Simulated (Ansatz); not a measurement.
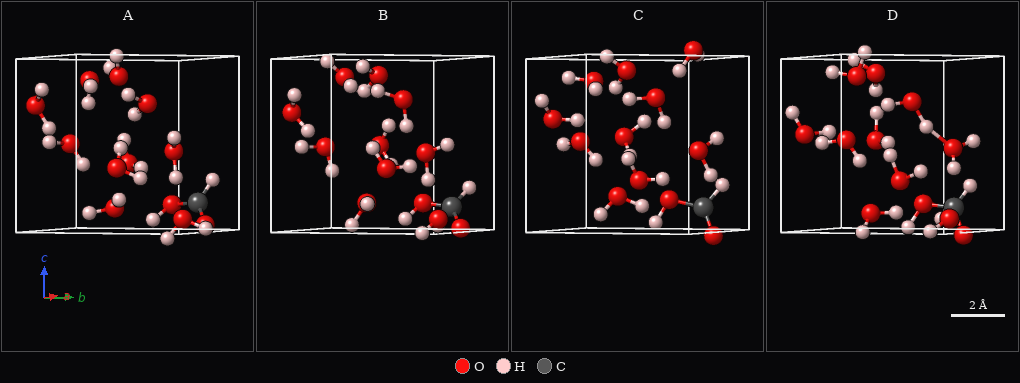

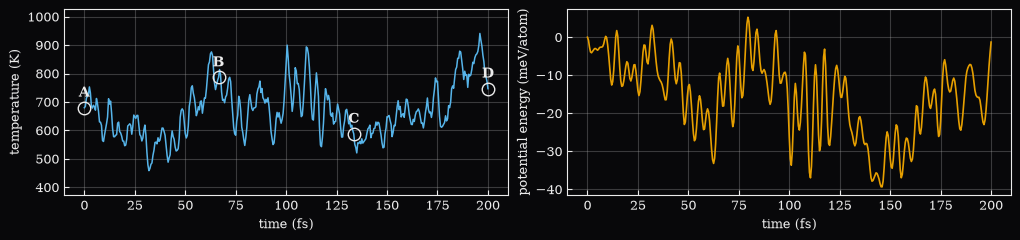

First-principles dynamics of a periodic cell with 10 H2O + 1 HCOOH at 1.293 g/cm³, 200 fs long. It starts from the last geometry of an earlier run, with fresh velocities. Frames (A at 0 fs, B at 66 fs, C at 134 fs, D at 200 fs) and the history of the run. Style: ball-and-stick. Shown: the simulation cell, from a free direction. Atoms that leave the cell re-enter on the other side.

Theory: DFT PBE-D3(BJ), scalar-relativistic, plane waves, PAW in Ansatz. Set-up: plane-wave cutoff 420 eV; k-point mesh 1 × 1 × 1; Fermi-Dirac smearing 0.05 eV; low-accuracy preset; Langevin thermostat (NVT); set temperature 700 K; time step 0.5 fs; friction 0.02 per fs.

The input:
```yaml
accuracy: low
crystal:
  lattice:
    - [6.622148, 0.0, 0.0]
    - [0.0, 6.622148, 0.0]
    - [0.0, 0.0, 6.622148]
  atoms:
    - { symbol: O, position: [0.48209027, 0.14949623, 0.49590123] }
    - { symbol: H, position: [0.5218318, 0.21408003, 0.37655824] }
    - { symbol: H, position: [0.53575343, 0.00119499, 0.50225718] }
    - { symbol: O, position: [0.13612774, 0.63343244, 0.39636434] }
    - { symbol: H, position: [0.15173875, 0.60253428, 0.53130366] }
    - { symbol: H, position: [0.28242428, 0.65927066, 0.36747336] }
    - { symbol: O, position: [0.54244249, 0.76366268, 0.4580982] }
    - { symbol: H, position: [0.65946776, 0.72258429, 0.53183668] }
    - { symbol: H, position: [0.57702942, 0.76337792, 0.30481845] }
    - { symbol: O, position: [0.09494817, 0.59142337, 0.89842641] }
    - { symbol: H, position: [0.17192476, 0.54908751, 1.01481579] }
    - { symbol: H, position: [-0.03282792, 0.58569394, 0.95150181] }
    - { symbol: O, position: [0.7525669, 0.16837377, 0.85411557] }
    - { symbol: H, position: [0.89224157, 0.12335593, 0.81632952] }
    - { symbol: H, position: [0.69550022, 0.18275054, 0.72475224] }
    - { symbol: O, position: [0.71225695, 0.5394935, 0.72496193] }
    - { symbol: H, position: [0.76821583, 0.40046386, 0.77355999] }
    - { symbol: H, position: [0.57554484, 0.51107827, 0.66639064] }
    - { symbol: O, position: [0.47956156, 0.42430717, 0.12813861] }
    - { symbol: H, position: [0.43979738, 0.2821176, 0.09938306] }
    - { symbol: H, position: [0.62473741, 0.39718801, 0.17261804] }
    - { symbol: O, position: [0.0953079, 0.07983771, 0.72640369] }
    - { symbol: H, position: [0.22490341, 0.0705183, 0.81407277] }
    - { symbol: H, position: [0.12524036, 0.15161967, 0.59535211] }
    - { symbol: O, position: [0.65338602, 0.77692547, 1.06325667] }
    - { symbol: H, position: [0.73293841, 0.88799667, 1.00814871] }
    - { symbol: H, position: [0.59466813, 0.70487165, 0.95257633] }
    - { symbol: O, position: [0.90369038, 0.27868489, 0.34590005] }
    - { symbol: H, position: [0.96271233, 0.40291233, 0.28689829] }
    - { symbol: H, position: [0.84339506, 0.32530048, 0.46364546] }
    - { symbol: O, position: [0.02564036, 0.94313835, 0.16570979] }
    - { symbol: C, position: [0.21372005, 1.03242668, 0.17262353] }
    - { symbol: O, position: [0.3521471, 1.02673686, 0.04141015] }
    - { symbol: H, position: [0.05030447, 0.81757716, 0.07688158] }
    - { symbol: H, position: [0.20166854, 1.12749619, 0.30555481] }
basis:
  ecutwfc: 420.0
kpoints:
  mp_grid: { grid: [1, 1, 1] }
hamiltonian:
  xc: pbe
  dispersion: d3bj
scf:
  occupations: { method: fermi_dirac, width: 0.05 }
  lower_state_search: "off"
md:
  timestep: 0.5
  n_steps: 400
  ensemble: nvt_langevin
  temperature: 700.0
  initial_velocities: maxwell_boltzmann
  seed: 127984
  friction: 0.02
```

Launched with:
```bash
ansatz run input.yaml --threads 1 --pin off --max-ram 3072MiB --backend cpu --events-out ev --progress --plain --runs-dir out
```

What happens in this trajectory?

In the second half of the run the atoms are, in the root-mean-square, this far from where they began (common drift taken out): H 1.00 Å, O 0.74 Å, C 0.40 Å. The heavy atoms stay within a fraction of a molecule's size of their starting places; so short a run doesn't tell a liquid from a solid. Over the second half the temperature averages 691 K (spread ±96 K). The potential energy in the second half lies on average 20.9 meV per atom below the first frame.

Limits of the set-up: the program's low-accuracy preset was used; the periodic images lie only 6.6 Å apart, so the values are limited by the cell's size.

The run took 7.7 min on 1 thread of Intel(R) Xeon(R) 6975P-C (Granite Rapids), with other jobs on the host, peak memory 0.45 GiB.
